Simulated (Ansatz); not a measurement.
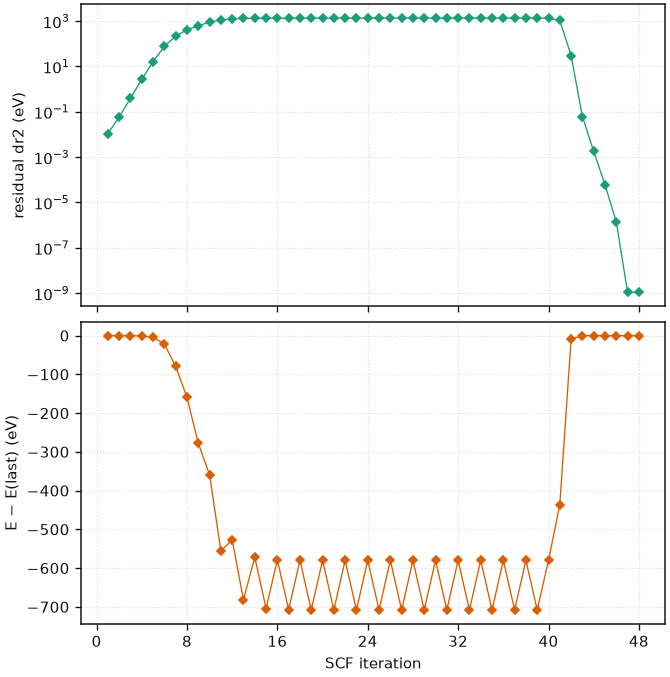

The plot shows the SCF iterations of a calculation: density residual dr2, Harris–Foulkes energy less its last value. The starting density is a sum of atomic densities corrected by a trained network.

ZrC (2 atoms in the cell), run with Ansatz.

```
crystal:
  lattice:
    - [0.0, 2.3543976075, 2.3543976075]
    - [2.3543976075, 0.0, 2.3543976075]
    - [2.3543976075, 2.3543976075, 0.0]
  atoms:
    - { symbol: Zr, position: [0.5, 0.5, 0.5] }
    - { symbol: C, position: [0.0, 0.0, 0.0] }
basis:
  ecutwfc: 420
kpoints:
  mp_grid: { grid: [16, 16, 16] }
hamiltonian:
  xc: lda
scf:
  occupations: { method: gaussian, width: 0.1 }
  mixing: { algorithm: anderson, beta: 0.95, ndim: 1, preconditioner: none }
  max_iter: 60
output:
  forces: true
  eigenvalues: true
  stress: true
```

Command:
```bash
ansatz run input.yaml --threads 1 --pin off --max-ram 2560MiB --backend cpu --events-out ev --progress --plain --runs-dir out
```

> How did this run end?

The run converged; it took 48 iterations. Up to iteration 40 density mixing fails to converge: the residual first climbs from 0.011. In the end the energy jumps back and forth between two values on alternate steps while the residual stays near 1.3 × 10³, so the iteration is locked in a two-step cycle. After iteration 40 the program gave up density mixing and went on by direct minimisation of the free energy, which closed the SCF.

> Is anything amiss with this input?

The input holds an odd setting (mixing far too strong), but it does no harm here: the energy lies within 1 meV per atom of a run with usual settings.
